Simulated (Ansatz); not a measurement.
**Pressure series in CdO**

Take CdO in the rock salt structure (space group Fm-3m, No. 225) as the base.

Space group Fm-3m (No. 225); a = b = c = 4.690 Å, α = β = γ = 90.00°

```tsv
atom	site	symmetry	x	y	z
O	4a	m-3m	0.0000	0.0000	0.0000
Cd	4b	m-3m	0.5000	0.5000	0.5000
```
(The calculation used a cell of 2 atoms; values per cell refer to that cell.)

Cell and atoms are relaxed at each pressure.

Method: Ansatz (a first-principles code) PBEsol, scalar-relativistic without spin-orbit coupling.

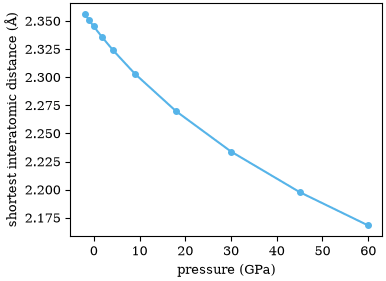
Figure. Shortest interatomic distance against pressure

Question: From the plot, what is the shortest interatomic distance for pressure 45 GPa?

Answer: About 2.20 Å.

Question: Is the trend monotonic over the range shown?

Answer: Yes, it falls throughout, spanning 2.168 Å to 2.356 Å.

A case with no gap was solved on a k-mesh chosen for an insulator, which is coarse for it. Load acts through the strain it causes; cell and atoms are relaxed under it. Stability against distortions was not tested. No other phases were tried under pressure. All final runs are without spin polarisation.
